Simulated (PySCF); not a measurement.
**C4H9P: density, localisation and related maps**

```xyz
14

C     2.7631   -0.0465   -0.2052
C     1.6496   -0.7476   -0.0667
P     0.2050   -0.2395    0.9094
C    -1.0333   -0.2203   -0.4908
C    -2.3304    0.4543   -0.0675
H     2.8736    0.9328    0.2326
H     3.6106   -0.4211   -0.7572
H     1.5666   -1.7415   -0.4932
H     0.4824    1.1340    0.8703
H    -0.5963    0.2848   -1.3563
H    -1.2257   -1.2617   -0.7664
H    -2.1538    1.4966    0.1916
H    -2.7525   -0.0449    0.8025
H    -3.0596    0.4200   -0.8750
```

Geometry: GFN2-xTB.

Theory: PySCF, PBE0/pcSseg-1, SCF density, gas phase, non-relativistic.

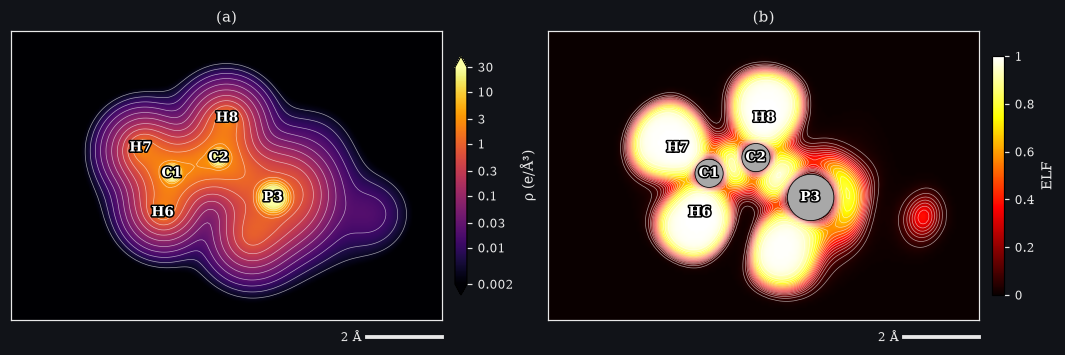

Figure 1. (a) electron density; (b) electron localisation function on the plane of atoms C2, C1 and H7. Grey discs cover the atomic cores in the ELF map.

### What does the map show?

The plane passes through C, P and H nuclei.
C–C (1.32 Å): the density is about 2.3 e/Å³ at the midpoint; the ELF peaks at about 0.90 between the atoms; a multiple bond.
C–P (1.82 Å): ρ at the midpoint is about 1.2 e/Å³; the ELF peaks at about 0.95 between the atoms: a shared electron pair.
C–H (1.08 Å): the density is about 2 e/Å³ at the midpoint; the ELF climbs to about 1 towards the hydrogen, as it does in any bond to H; an ordinary covalent bond to hydrogen.

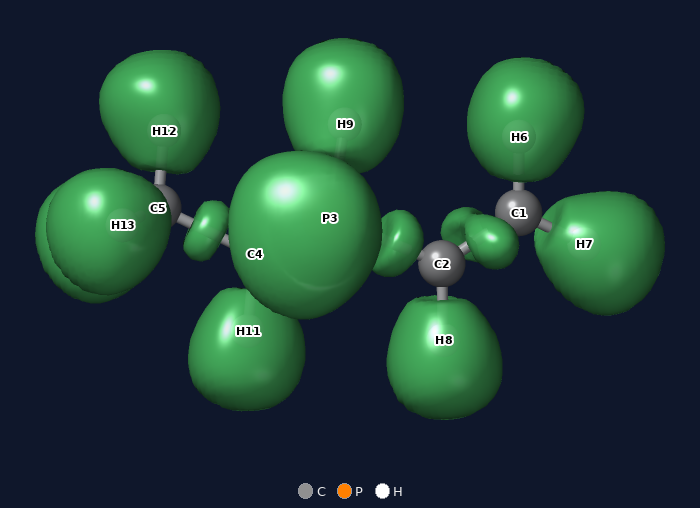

Figure 2. Isosurface of the ELF at 0.8 (green), seen at a tilt. Only the valence region is drawn (cores and ρ < 0.01 e/Å³ removed).

### Describe the localisation domains.

At this value the surface marks out two regions between bonded C–C atoms (shared pairs), two regions between bonded C–P atoms (shared pairs), nine regions around hydrogen nuclei and one lobe on P, pointing away from the bonds (lone pairs).
